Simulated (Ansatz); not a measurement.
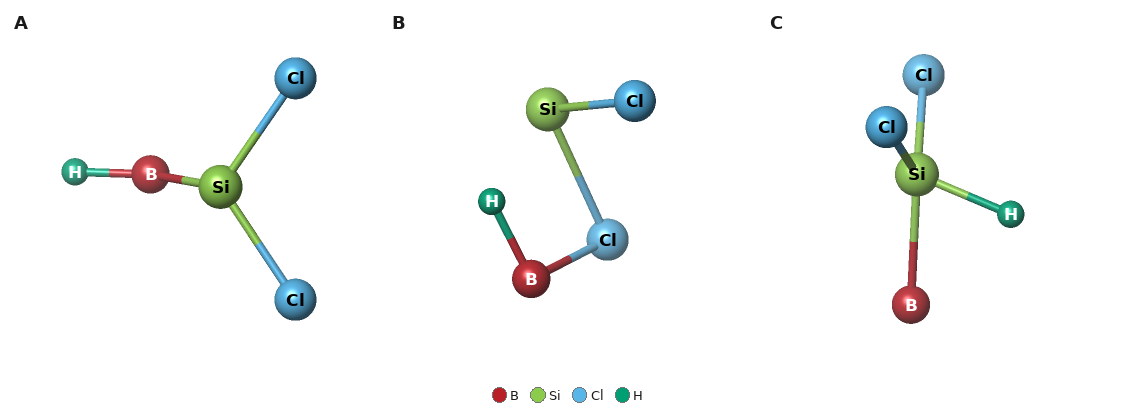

3 stationary structures of one formula. Geometries: PBE-D4/def2-SVP. Electronic energies: PBE-D4/def2-SVP (Ansatz 0.2.0), without zero-point energy. No frequency run is at hand to confirm each as a minimum.

**Which is lowest in energy, and by how much?**

A is lowest (Cs); B lies 0.851 eV above it (C1), C lies 1.432 eV above it.
